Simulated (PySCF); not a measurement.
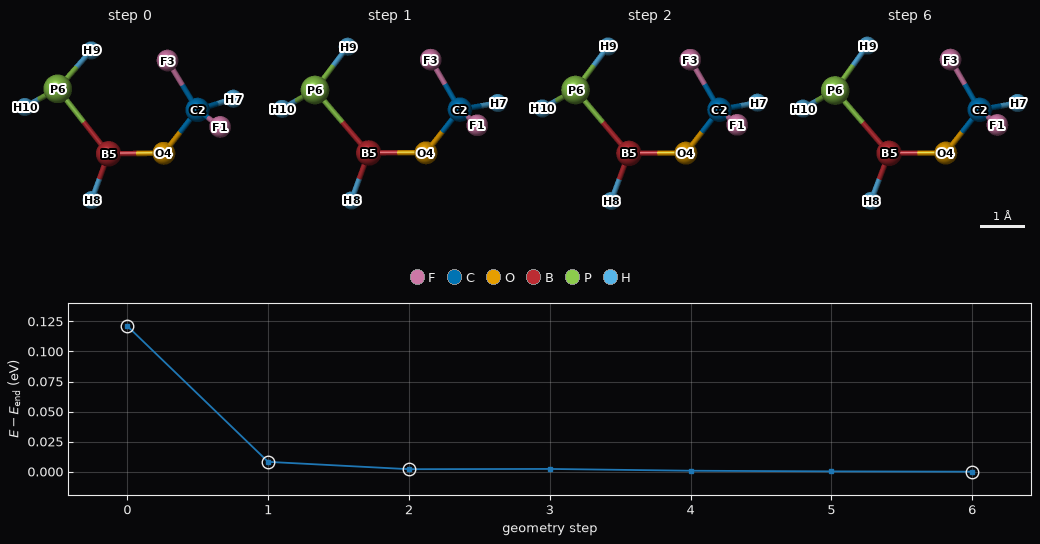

Frames of a relaxation of CH₄BF₂OP, marked on the history of the run. The picture is a ball-and-stick view, seen at a tilt.

The start comes from GFN2-xTB. Its atoms were then displaced at random by about 0.01 Å.

All numbers below come from PBE0-D3(BJ)/def2-SVP geometry optimisation, gas phase in PySCF 2.14.0, density-fitted response routines. 

Describe the path.

The largest move after the best rigid fit is that of H9, 0.19 Å. Largest moves by element: H 0.19 Å, F 0.17 Å, P 0.07 Å, C 0.05 Å, O 0.05 Å, B 0.03 Å. Some distances before and after: O4–B5 1.322 → 1.364 Å, P6–H10 1.384 → 1.423 Å, B5–H8 1.170 → 1.208 Å, P6–H9 1.394 → 1.420 Å. Bond angles that change, for instance: H9–P6–H10 94.5° → 97.6°, P6–B5–H8 120.7° → 117.9°, B5–P6–H9 99.3° → 101.9°. Over 6 geometry steps the energy falls by 0.121 eV. From step 0 to 1: F3 moves most (0.17 Å), energy −0.113 eV. From step 1 to 2: H8 moves most (0.02 Å), energy −0.006 eV. From step 2 to 6: H9 moves most (0.04 Å), energy −0.002 eV.
